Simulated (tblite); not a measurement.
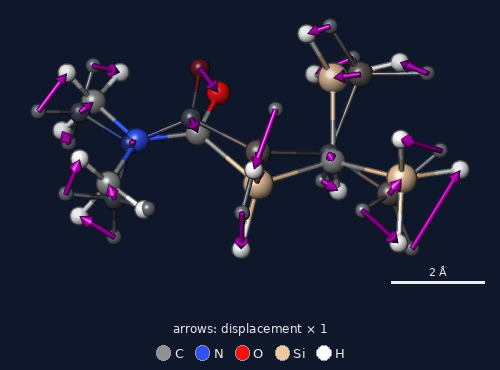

This is a relaxation of C$_{4}$H$_{15}$NOSi$_{3}$. The starting structure is drawn faded, the final one solid; purple arrows show the displacements, at their true length. The two geometries are superimposed by the best rigid fit.

The picture is a ball-and-stick view, seen at a tilt.

These are results of tblite 0.8.0, GFN2-xTB geometry optimisation, gas phase, not measurements. 

> Atoms of which element are displaced furthest, and by how much?

Hydrogen: up to 2.02 Å, against 0.71 Å for oxygen.

> What happened in the run?

Over 196 geometry steps the energy falls by 22.6 kcal/mol. The largest move after the best rigid fit is that of an H atom, 2.02 Å. Largest moves by element: H 2.02 Å, O 0.71 Å, Si 0.69 Å, C 0.39 Å, N 0.16 Å. Near-neighbour distances that change, for instance: O–Si 3.467 → 2.499 Å, C–Si 1.825 → 1.919 Å, C–N 1.428 → 1.342 Å, C–Si 1.875 → 1.931 Å. Among the angles between lasting bonds that change: C–Si–H 103.5° → 115.4°, H–Si–H 109.0° → 118.9°, C–Si–C 112.6° → 103.3°. Groups turn about C–Si by about 55°, C–Si by about 40°, C–Si by about 35°.
